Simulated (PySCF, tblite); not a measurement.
**C2H3F3OSi: a rotation path, then NMR shifts on frames**

How do NMR shifts of C2H3F3OSi (`O=C([SiH3])C(F)(F)F`) change as the atoms move?

Computed with tblite 0.8.0 and PySCF 2.14.0, with density-fitted response routines of our own, on a single molecule in the gas phase. Atoms are numbered from 0 throughout.

## (1) The starting structure

10 atoms, charge 0, multiplicity 1; geometry from: GFN2-xTB.

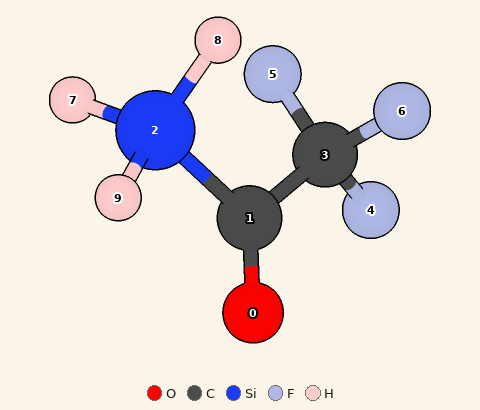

The starting geometry (oxygen red, carbon dark grey, silicon blue, fluorine light blue, hydrogen pink), atoms numbered.

## (2) A band between two rotamers with GFN2-xTB

Job settings and geometry (Å):

```
{"job": {"kind": "neb", "xc": "GFN2-xTB", "basis": "xTB", "atoms": [2, 1, 3, 4], "turn": 120}, "charge": 0, "multiplicity": 1}
O     -0.215023    -1.951595    -0.388145
C     -0.117705    -0.780968    -0.150311
Si     1.473492     0.291877    -0.311446
C     -1.346510     0.015250     0.344966
F     -2.350266    -0.724175     0.809224
F     -0.979332     0.860580     1.326160
F     -1.827588     0.776954    -0.652531
H      1.975946     0.416848     1.053847
H      1.044647     1.571354    -0.866071
H      2.351222    -0.471472    -1.188221
```

Method: GFN2-xTB climbing-image nudged elastic band, gas phase.

The run is started by

```sh
OMP_NUM_THREADS=1 python probes_run.py task.json out
```

The driver reads the jobs from task.json and runs them one after another.

Standard output:

```text
image   E - E0 / eV
  0      -0.0000
  1       0.0087
  2       0.0230
  3       0.0345
  4       0.0361
  5       0.0267
  6       0.0125
  7       0.0027
  8      -0.0002
```

It took 1.3 s on 1 thread of Arm Neoverse V2, shared host; peak memory 0.18 GiB.

The final band, with the dihedral Si2–C1–C3–F4:

```csv
image,dihedral (°),energy (eV),energy (kcal/mol)
0,-163,0.000,0.0
1,-148,0.009,0.2
2,-132,0.023,0.5
3,-116,0.035,0.8
4,-101,0.036,0.8
5,-85,0.027,0.6
6,-69,0.012,0.3
7,-55,0.003,0.1
8,-42,0.000,0.0
```

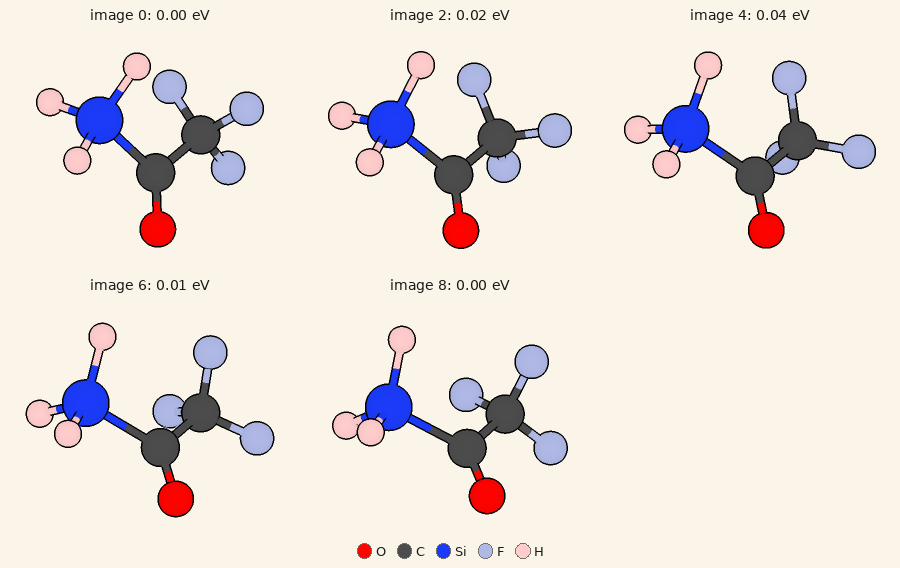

Images along the band.

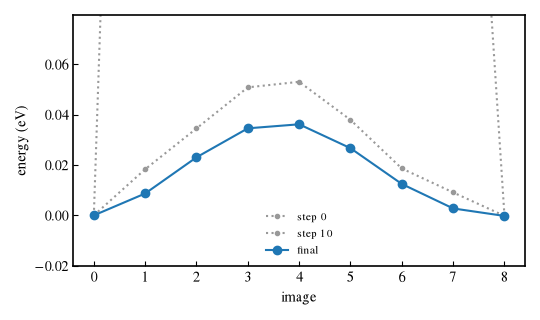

Energy along the band, early and final.

## (3) Shielding tensors: image 0, PBE0/pcSseg-1

Job settings and geometry (Å):

```
{"job": {"kind": "nmr", "xc": "PBE0", "basis": "pcSseg-1", "pop": false}, "charge": 0, "multiplicity": 1}
O     -0.215000    -1.951600    -0.388100
C     -0.117700    -0.781000    -0.150300
Si     1.473500     0.291900    -0.311400
C     -1.346500     0.015200     0.345000
F     -2.350300    -0.724200     0.809200
F     -0.979300     0.860600     1.326200
F     -1.827600     0.777000    -0.652500
H      1.975900     0.416800     1.053800
H      1.044600     1.571400    -0.866100
H      2.351200    -0.471500    -1.188200
```

With the program's defaults for keys left out, this is: GIAO PBE0/pcSseg-1 NMR shielding, non-relativistic, gas phase.

Standard output:

```text
coarse grid: 10000 points
cycle   1  E = -741.3175629883  dE =  1.076e+00  |g| = 1.126e+00  |ddm| = 2.833e+00
cycle   2  E = -740.5853643537  dE =  7.322e-01  |g| = 2.314e+00  |ddm| = 2.335e+00
cycle   3  E = -741.5334270653  dE = -9.481e-01  |g| = 2.644e-01  |ddm| = 1.847e+00
cycle   4  E = -741.5432674345  dE = -9.840e-03  |g| = 1.272e-01  |ddm| = 2.239e-01
cycle   5  E = -741.5458944952  dE = -2.627e-03  |g| = 1.479e-02  |ddm| = 8.047e-02
cycle   6  E = -741.5459362968  dE = -4.180e-05  |g| = 5.021e-03  |ddm| = 1.279e-02
cycle   7  E = -741.5459414187  dE = -5.122e-06  |g| = 1.305e-03  |ddm| = 5.668e-03
final grid: 96480 points
cycle   8  E = -741.6162853561  dE = -1.839e-05  |g| = 1.169e-02  |ddm| = 1.784e-02
cycle   9  E = -741.6162030509  dE =  8.231e-05  |g| = 2.426e-02  |ddm| = 2.126e-02
cycle  10  E = -741.6163092445  dE = -1.062e-04  |g| = 1.276e-03  |ddm| = 1.516e-02
cycle  11  E = -741.6163095077  dE = -2.633e-07  |g| = 2.529e-04  |ddm| = 9.488e-04
cycle  12  E = -741.6163095166  dE = -8.829e-09  |g| = 4.756e-05  |ddm| = 1.690e-04
cycle  13  E = -741.6163095170  dE = -3.959e-10  |g| = 2.259e-05  |ddm| = 6.227e-05
converged SCF energy = -741.6163095170

GIAO shielding tensors (ppm)
atom      isotropic    diamagn.    paramagn.     s11        s22        s33       span
  0 O     -515.830     396.566    -912.395  -1417.372   -517.561    387.444   1804.815
  1 C      -40.467     252.033    -292.500   -154.594    -47.060     80.253    234.846
  2 Si     430.869     879.961    -449.092    399.252    439.007    454.349     55.096
  3 C       63.322     245.057    -181.735     44.315     56.164     89.489     45.174
  4 F      281.243     469.425    -188.182    206.125    287.590    350.014    143.890
  5 F      260.601     474.663    -214.062    173.167    262.930    345.705    172.538
  6 F      257.428     473.477    -216.049    175.771    261.969    334.544    158.773
  7 H       27.293      28.640      -1.347     24.126     26.475     31.278      7.151
  8 H       27.172      28.882      -1.710     23.840     27.303     30.373      6.532
  9 H       27.829      28.681      -0.853     24.658     25.968     32.860      8.202
```

Wall time 8.6 s (1 thread of Arm Neoverse V2, shared host); peak memory 0.69 GiB.

The references, computed at this level on geometries of the same kind, shield at (ppm): 1H TMS 31.72, 13C TMS 186.9, 29Si TMS 349.2, 19F CFCl3 170.9, 17O H2O 336.1. Their shielding less the atom's gives the shift. The references are single molecules in the gas phase, so shifts against H2O, NH3, PH3, H3PO4 or CFCl3 are not on the usual liquid scales and can be off by tens of ppm. Each atom is listed at this fixed geometry, with no averaging over motion; a spectrum would average atoms that exchange fast.

```csv
atoms,environment,σ (ppm),δ (ppm)
C1,carbonyl carbon,-40.5,227.4
C3,CF3 carbon,63.3,123.6
H8,hydrogen on a silicon bonded to C,27.17,4.54
H7,hydrogen on a silicon bonded to C,27.29,4.42
H9,hydrogen on a silicon bonded to C,27.83,3.89
O0,carbonyl oxygen,-515.8,851.9
Si2,"silicon bonded to C, 3 H",430.9,-81.7
F6,fluorine of a CF3 group,257.4,-86.5
F5,fluorine of a CF3 group,260.6,-89.7
F4,fluorine of a CF3 group,281.2,-110.3
```

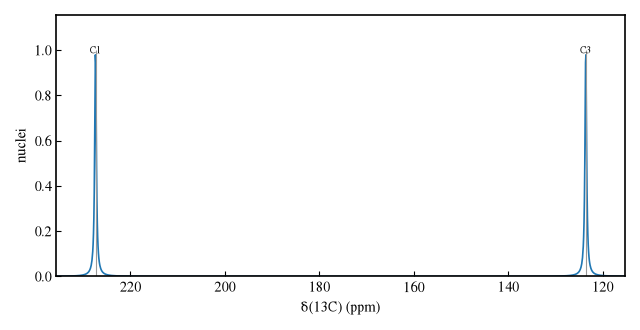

13C lines at the computed shifts, without couplings. Lines are broadened to a width of 0.42 ppm (Lorentzian).

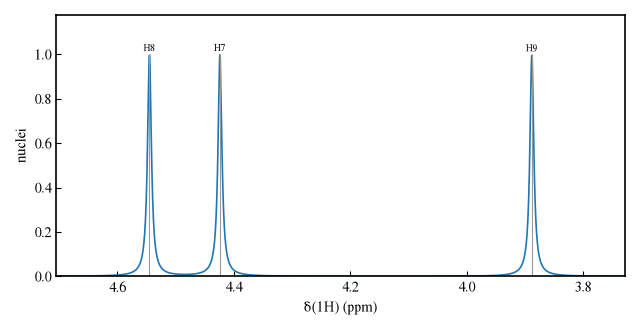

1H lines at the computed shifts, without couplings. Lines are broadened to a width of 0.01 ppm (Lorentzian).

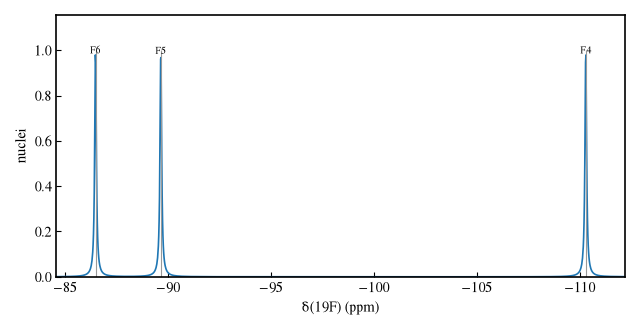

19F lines at the computed shifts, without couplings. Lines are broadened to a width of 0.10 ppm (Lorentzian).

## (4) NMR shieldings: image 2, PBE0/pcSseg-1

Job settings and geometry (Å):

```
{"job": {"kind": "nmr", "xc": "PBE0", "basis": "pcSseg-1", "pop": false}, "charge": 0, "multiplicity": 1}
O     -0.277600    -1.854900    -0.634800
C     -0.141600    -0.726800    -0.251100
Si     1.507400     0.269500    -0.234000
C     -1.367900     0.035200     0.306600
F     -2.078700    -0.676400     1.183000
F     -0.977600     1.159800     0.936100
F     -2.188900     0.412600    -0.682500
H      1.952500     0.189100     1.156100
H      1.192000     1.633900    -0.646400
H      2.389400    -0.437400    -1.155500
```

Method: GIAO PBE0/pcSseg-1 NMR shielding, non-relativistic, gas phase.

Standard output:

```text
coarse grid: 10000 points
cycle   1  E = -741.3162311347  dE =  1.074e+00  |g| = 1.128e+00  |ddm| = 2.829e+00
cycle   2  E = -740.5709924434  dE =  7.452e-01  |g| = 2.327e+00  |ddm| = 2.314e+00
cycle   3  E = -741.5327685506  dE = -9.618e-01  |g| = 2.691e-01  |ddm| = 1.835e+00
cycle   4  E = -741.5430456669  dE = -1.028e-02  |g| = 1.279e-01  |ddm| = 2.278e-01
cycle   5  E = -741.5457085062  dE = -2.663e-03  |g| = 1.470e-02  |ddm| = 8.003e-02
cycle   6  E = -741.5457498802  dE = -4.137e-05  |g| = 4.941e-03  |ddm| = 1.262e-02
cycle   7  E = -741.5457549030  dE = -5.023e-06  |g| = 1.269e-03  |ddm| = 5.645e-03
final grid: 96480 points
cycle   8  E = -741.6155539811  dE = -1.469e-05  |g| = 1.184e-02  |ddm| = 1.891e-02
cycle   9  E = -741.6154663789  dE =  8.760e-05  |g| = 2.489e-02  |ddm| = 2.162e-02
cycle  10  E = -741.6155788274  dE = -1.124e-04  |g| = 1.160e-03  |ddm| = 1.534e-02
cycle  11  E = -741.6155790481  dE = -2.206e-07  |g| = 2.709e-04  |ddm| = 9.168e-04
cycle  12  E = -741.6155790582  dE = -1.010e-08  |g| = 4.816e-05  |ddm| = 1.718e-04
cycle  13  E = -741.6155790585  dE = -3.765e-10  |g| = 2.034e-05  |ddm| = 6.027e-05
converged SCF energy = -741.6155790585

GIAO shielding tensors (ppm)
atom      isotropic    diamagn.    paramagn.     s11        s22        s33       span
  0 O     -543.877     396.889    -940.766  -1479.029   -530.275    377.673   1856.702
  1 C      -46.486     251.857    -298.343   -161.456    -55.846     77.843    239.299
  2 Si     429.772     879.849    -450.078    396.951    438.238    454.126     57.174
  3 C       65.028     244.635    -179.607     43.905     58.387     92.792     48.888
  4 F      268.471     470.462    -201.992    198.836    260.722    345.854    147.017
  5 F      261.612     474.994    -213.382    175.570    249.440    359.827    184.257
  6 F      258.835     471.842    -213.007    186.611    253.824    336.071    149.461
  7 H       27.313      28.611      -1.297     24.408     26.334     31.198      6.790
  8 H       27.061      28.860      -1.799     23.592     27.389     30.202      6.610
  9 H       27.816      28.659      -0.843     24.628     25.984     32.835      8.207
```

Wall time 8.8 s (1 thread of Arm Neoverse V2, shared host); peak memory 0.71 GiB.

This run: δ C1 233.4, C3 121.9, O0 880.0, Si2 -80.6, H8 4.66, H7 4.40 ppm.

## (5) NMR shieldings: image 4, PBE0/pcSseg-1

Job settings and geometry (Å):

```
{"job": {"kind": "nmr", "xc": "PBE0", "basis": "pcSseg-1", "pop": false}, "charge": 0, "multiplicity": 1}
O     -0.317600    -1.728800    -0.868700
C     -0.162700    -0.656500    -0.353400
Si     1.536200     0.232900    -0.151300
C     -1.392500     0.062800     0.255000
F     -1.721600    -0.485600     1.433400
F     -1.130600     1.360300     0.493500
F     -2.469600     0.021600    -0.531000
H      1.927200    -0.046700     1.229600
H      1.329800     1.654800    -0.404200
H      2.410100    -0.410200    -1.125300
```

With the program's defaults for keys left out, this is: GIAO PBE0/pcSseg-1 NMR shielding, non-relativistic, gas phase.

Standard output:

```text
coarse grid: 10000 points
cycle   1  E = -741.3135170454  dE =  1.070e+00  |g| = 1.130e+00  |ddm| = 2.830e+00
cycle   2  E = -740.5644255384  dE =  7.491e-01  |g| = 2.332e+00  |ddm| = 2.320e+00
cycle   3  E = -741.5309434669  dE = -9.665e-01  |g| = 2.699e-01  |ddm| = 1.842e+00
cycle   4  E = -741.5412600834  dE = -1.032e-02  |g| = 1.284e-01  |ddm| = 2.286e-01
cycle   5  E = -741.5439462515  dE = -2.686e-03  |g| = 1.470e-02  |ddm| = 8.015e-02
cycle   6  E = -741.5439877430  dE = -4.149e-05  |g| = 4.937e-03  |ddm| = 1.272e-02
cycle   7  E = -741.5439927391  dE = -4.996e-06  |g| = 1.280e-03  |ddm| = 5.594e-03
final grid: 96480 points
cycle   8  E = -741.6150677189  dE = -1.860e-05  |g| = 1.209e-02  |ddm| = 1.691e-02
cycle   9  E = -741.6149780406  dE =  8.968e-05  |g| = 2.525e-02  |ddm| = 2.156e-02
cycle  10  E = -741.6150933689  dE = -1.153e-04  |g| = 1.347e-03  |ddm| = 1.551e-02
cycle  11  E = -741.6150936607  dE = -2.918e-07  |g| = 2.415e-04  |ddm| = 1.006e-03
cycle  12  E = -741.6150936685  dE = -7.856e-09  |g| = 4.775e-05  |ddm| = 1.525e-04
cycle  13  E = -741.6150936689  dE = -3.629e-10  |g| = 2.021e-05  |ddm| = 5.569e-05
converged SCF energy = -741.6150936689

GIAO shielding tensors (ppm)
atom      isotropic    diamagn.    paramagn.     s11        s22        s33       span
  0 O     -546.314     396.924    -943.238  -1486.462   -531.504    379.023   1865.484
  1 C      -46.183     251.712    -297.895   -160.550    -56.371     78.373    238.922
  2 Si     432.044     879.890    -447.846    398.155    442.826    455.151     56.996
  3 C       64.732     244.412    -179.680     44.083     57.911     92.201     48.117
  4 F      257.357     472.206    -214.850    182.593    252.503    336.974    154.381
  5 F      259.087     474.971    -215.884    176.819    246.059    354.384    177.566
  6 F      269.534     470.264    -200.729    199.900    262.276    346.427    146.527
  7 H       27.336      28.568      -1.232     24.578     26.162     31.269      6.691
  8 H       26.976      28.817      -1.841     23.161     27.490     30.276      7.115
  9 H       27.828      28.647      -0.819     24.645     26.049     32.791      8.146
```

Run time: 8.8 s. Hardware: 1 thread of Arm Neoverse V2, shared host; peak memory 0.71 GiB.

Key values: δ C1 233.1, C3 122.2, O0 882.4, Si2 -82.9, H8 4.74, H7 4.38 ppm.

## (6) Nuclear shieldings: image 6, PBE0/pcSseg-1

Job settings and geometry (Å):

```
{"job": {"kind": "nmr", "xc": "PBE0", "basis": "pcSseg-1", "pop": false}, "charge": 0, "multiplicity": 1}
O     -0.346500    -1.599100    -1.114100
C     -0.179200    -0.615400    -0.449000
Si     1.533900     0.182200    -0.063900
C     -1.392200     0.082600     0.210900
F     -1.360700    -0.117400     1.540300
F     -1.333500     1.412600     0.020000
F     -2.578800    -0.326600    -0.230400
H      1.881200    -0.297200     1.272200
H      1.366900     1.631200    -0.114300
H      2.417800    -0.348300    -1.094100
```

Level: GIAO PBE0/pcSseg-1 NMR shielding, non-relativistic, gas phase.

Standard output:

```text
coarse grid: 10000 points
cycle   1  E = -741.3164641703  dE =  1.070e+00  |g| = 1.129e+00  |ddm| = 2.835e+00
cycle   2  E = -740.5764490439  dE =  7.400e-01  |g| = 2.325e+00  |ddm| = 2.352e+00
cycle   3  E = -741.5336703173  dE = -9.572e-01  |g| = 2.659e-01  |ddm| = 1.866e+00
cycle   4  E = -741.5435976079  dE = -9.927e-03  |g| = 1.280e-01  |ddm| = 2.256e-01
cycle   5  E = -741.5462631592  dE = -2.666e-03  |g| = 1.472e-02  |ddm| = 8.100e-02
cycle   6  E = -741.5463046033  dE = -4.144e-05  |g| = 4.993e-03  |ddm| = 1.273e-02
cycle   7  E = -741.5463096750  dE = -5.072e-06  |g| = 1.303e-03  |ddm| = 5.642e-03
final grid: 96480 points
cycle   8  E = -741.6159955993  dE = -1.628e-05  |g| = 1.170e-02  |ddm| = 1.710e-02
cycle   9  E = -741.6159134036  dE =  8.220e-05  |g| = 2.425e-02  |ddm| = 2.106e-02
cycle  10  E = -741.6160195045  dE = -1.061e-04  |g| = 1.340e-03  |ddm| = 1.522e-02
cycle  11  E = -741.6160197903  dE = -2.858e-07  |g| = 2.543e-04  |ddm| = 9.518e-04
cycle  12  E = -741.6160197990  dE = -8.745e-09  |g| = 4.714e-05  |ddm| = 1.592e-04
cycle  13  E = -741.6160197993  dE = -3.174e-10  |g| = 2.307e-05  |ddm| = 5.516e-05
converged SCF energy = -741.6160197993

GIAO shielding tensors (ppm)
atom      isotropic    diamagn.    paramagn.     s11        s22        s33       span
  0 O     -519.233     396.588    -915.822  -1425.376   -519.755    387.431   1812.807
  1 C      -40.042     251.949    -291.991   -153.526    -47.396     80.797    234.323
  2 Si     432.696     879.965    -447.269    398.767    444.854    454.468     55.701
  3 C       62.978     244.818    -181.841     44.534     55.352     89.048     44.514
  4 F      258.213     473.831    -215.618    175.772    263.863    335.005    159.232
  5 F      255.947     474.523    -218.576    171.543    257.813    338.486    166.943
  6 F      281.417     469.306    -187.889    205.537    289.207    349.505    143.969
  7 H       27.316      28.575      -1.259     24.311     26.292     31.346      7.036
  8 H       27.038      28.782      -1.744     23.317     27.377     30.420      7.103
  9 H       27.813      28.652      -0.840     24.647     26.030     32.761      8.114
```

Run time: 8.9 s. Hardware: 1 thread of Arm Neoverse V2, shared host; peak memory 0.71 GiB.

In short: δ C1 227.0, C3 123.9, O0 855.3, Si2 -83.5, H8 4.68, H7 4.40 ppm.

## (7) Shielding tensors: image 8, PBE0/pcSseg-1

Job settings and geometry (Å):

```
{"job": {"kind": "nmr", "xc": "PBE0", "basis": "pcSseg-1", "pop": false}, "charge": 0, "multiplicity": 1}
O     -0.379600    -1.453900    -1.326300
C     -0.184200    -0.578400    -0.531500
Si     1.527500     0.122800     0.004600
C     -1.373500     0.100200     0.186200
F     -1.083200     0.272200     1.489500
F     -1.571500     1.327700    -0.324700
F     -2.527700    -0.557800     0.117600
H      1.794100    -0.511500     1.292200
H      1.359600     1.567200     0.118300
H      2.447500    -0.283700    -1.048600
```

With the program's defaults for keys left out, this is: GIAO PBE0/pcSseg-1 NMR shielding, non-relativistic, gas phase.

Standard output:

```text
coarse grid: 10000 points
cycle   1  E = -741.3171032629  dE =  1.076e+00  |g| = 1.125e+00  |ddm| = 2.834e+00
cycle   2  E = -740.5859768537  dE =  7.311e-01  |g| = 2.313e+00  |ddm| = 2.335e+00
cycle   3  E = -741.5327765298  dE = -9.468e-01  |g| = 2.641e-01  |ddm| = 1.847e+00
cycle   4  E = -741.5425970749  dE = -9.821e-03  |g| = 1.271e-01  |ddm| = 2.239e-01
cycle   5  E = -741.5452196337  dE = -2.623e-03  |g| = 1.475e-02  |ddm| = 8.055e-02
cycle   6  E = -741.5452612387  dE = -4.160e-05  |g| = 5.007e-03  |ddm| = 1.276e-02
cycle   7  E = -741.5452663378  dE = -5.099e-06  |g| = 1.299e-03  |ddm| = 5.670e-03
final grid: 96480 points
cycle   8  E = -741.6162430829  dE = -1.579e-05  |g| = 1.249e-02  |ddm| = 1.781e-02
cycle   9  E = -741.6161485840  dE =  9.450e-05  |g| = 2.599e-02  |ddm| = 2.255e-02
cycle  10  E = -741.6162703814  dE = -1.218e-04  |g| = 1.350e-03  |ddm| = 1.626e-02
cycle  11  E = -741.6162706674  dE = -2.861e-07  |g| = 2.513e-04  |ddm| = 9.552e-04
cycle  12  E = -741.6162706761  dE = -8.619e-09  |g| = 5.126e-05  |ddm| = 1.698e-04
cycle  13  E = -741.6162706765  dE = -4.204e-10  |g| = 2.290e-05  |ddm| = 6.075e-05
converged SCF energy = -741.6162706765

GIAO shielding tensors (ppm)
atom      isotropic    diamagn.    paramagn.     s11        s22        s33       span
  0 O     -514.517     396.544    -911.062  -1414.579   -516.722    387.750   1802.328
  1 C      -40.309     252.041    -292.350   -154.437    -46.748     80.257    234.694
  2 Si     430.954     879.968    -449.014    399.389    439.090    454.383     54.994
  3 C       63.222     245.082    -181.860     44.325     56.023     89.320     44.995
  4 F      260.314     474.661    -214.347    173.110    263.047    344.785    171.674
  5 F      257.507     473.525    -216.018    175.629    262.381    334.510    158.881
  6 F      281.457     469.409    -187.952    206.212    288.173    349.986    143.774
  7 H       27.294      28.647      -1.353     24.110     26.503     31.269      7.158
  8 H       27.178      28.887      -1.709     23.836     27.305     30.393      6.556
  9 H       27.836      28.687      -0.851     24.661     25.972     32.875      8.214
```

It took 8.7 s on 1 thread of Arm Neoverse V2, shared host; peak memory 0.71 GiB.

This run: δ C1 227.2, C3 123.7, O0 850.6, Si2 -81.8, H8 4.54, H7 4.42 ppm.

## (8) Side by side: NMR shifts

Shifts (ppm) of some atoms, chosen among heavy atoms and hydrogens apart, with basis size and wall time:

```csv
frame,C1,H8,H7,O0,F6,F5,F4,functions,time
image 0,227.4,4.54,4.42,851.9,-86.5,-89.7,-110.3,141,8.6 s
image 2,233.4,4.66,4.40,880.0,-87.9,-90.7,-97.5,141,8.8 s
image 4,233.1,4.74,4.38,882.4,-98.6,-88.1,-86.4,141,8.8 s
image 6,227.0,4.68,4.40,855.3,-110.5,-85.0,-87.3,141,8.9 s
image 8,227.2,4.54,4.42,850.6,-110.5,-86.6,-89.4,141,8.7 s
```

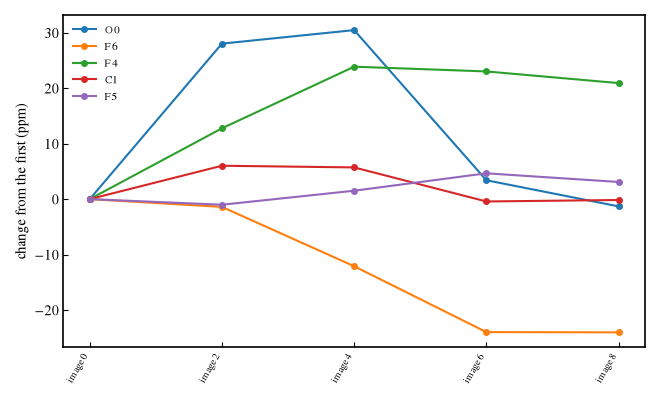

How five of the tabulated atoms move from run to run.

## (9) Summary of results

```
                                         quantity                               value
                                          barrier  0.036 eV (0.8 kcal/mol) at image 4
                            end to end (GFN2-xTB)                            0.000 eV
  13C shifts against TMS (PBE0/pcSseg-1, image 0)                    227.4, 123.6 ppm
   1H shifts against TMS (PBE0/pcSseg-1, image 0)                4.54, 4.42, 3.89 ppm
  17O shifts against H2O (PBE0/pcSseg-1, image 0)                           851.9 ppm
 29Si shifts against TMS (PBE0/pcSseg-1, image 0)                           -81.7 ppm
19F shifts against CFCl3 (PBE0/pcSseg-1, image 0)            -86.5, -89.7, -110.3 ppm
                         range of the shift of O0                  850.6 to 882.4 ppm
```

Along the band the dihedral turns by 121°, and the top (dihedral -101°) lies 0.8 kcal/mol above the start (GFN2-xTB, rough), so at room temperature this motion is fast. The top was not checked by a frequency run. Shifts at one fixed geometry are not the observed spectrum, which averages over the motion. In the first frame run (image 0): The largest span, 1805 ppm, is at O0, where the paramagnetic term is -912 ppm. Across the 5 runs the shift of O0 moves most, between 850.6 (image 8) and 882.4 ppm (image 4).
